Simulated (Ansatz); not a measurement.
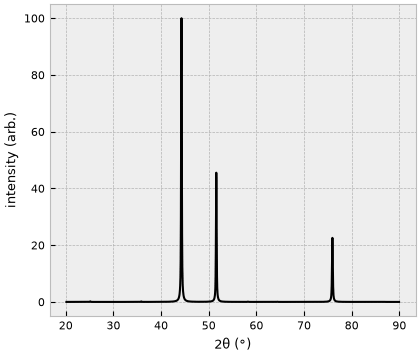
Figure. Simulated powder pattern, Cu Kα, λ = 1.54184 Å

The pattern belongs to a structure relaxed with the program Ansatz at the PBE level (PAW).

Question: Which compound is it?
(A) FeGe2, R-3m (Fe on 3a, Ge on 6c)
(B) FeNi3, Cu3Au type
(C) AlNi, Fd-3m (Al on 8b, Ni on 8a)
(D) FeCo, CsCl type

Answer: B, FeNi3, Cu3Au type

Space group Pm-3m (Cu3Au type). The cell was relaxed with PBE under the symmetry of its start. The final state is ferromagnetic, chosen from 5 collinear starts compared on coarse meshes (ties went to the first, and starts can fall back to one state), not a proven ground state. Textbook magnetic order: ferromagnetic.

Potentials: the later of the program's two PAW sets.
